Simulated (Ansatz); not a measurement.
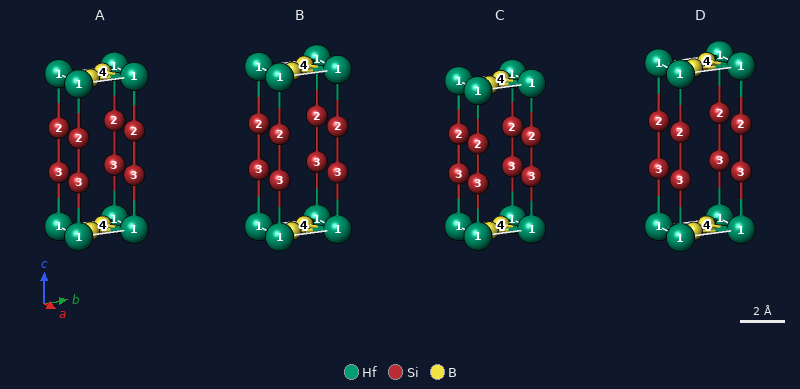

4 geometries from one relaxation of a crystal of HfSi2B2 (a generated structure, set up in P6/mmm) (coarse preliminary run), in shuffled order. The picture is a ball-and-stick view of the cell of the calculation, seen slightly off an axis.

The calculation used DFT PBE, scalar-relativistic, plane waves, PAW (Ansatz). Settings: plane-wave cutoff 420 eV; k-point mesh 6 × 6 × 4; occupations gaussian; smearing width 0.1 eV; no spin polarisation; cell and atoms relaxed; force threshold 0.04 eV/Å; at most 70 steps.

Put them in the order of the run, from the start to the converged end.

C, A, B, D. They are steps 0, 1, 2, 7, at +848 meV per atom, +293 meV per atom, +61.7 meV per atom relative to the last. After 5 accepted moves (7 points after the start) the energy has fallen by 848 meV per atom. The largest force component goes from 8.1 to 0.018 eV/Å. Pressure: 54.82 GPa at the start and −0.15 GPa at the end. At 2 points the geometry stayed and the basis and grid were re-selected for the new cell (energy shift of 11.9 meV per atom at most each time). The largest moves relative to the cell, 0.070 Å, are those of Si atoms. B and Hf stay in place. Cell: a = b 3.472 → 3.932 Å (+13.2 %), c 6.779 → 7.603 Å (+12.2 %). Volume +43.8 %. Some distances before and after: Hf–Hf 3.472 → 3.932 Å, Si–Si 1.850 → 2.215 Å, B–Hf 2.005 → 2.270 Å, Hf–Si 2.464 → 2.694 Å. The space group stays P6/mmm (No. 191).
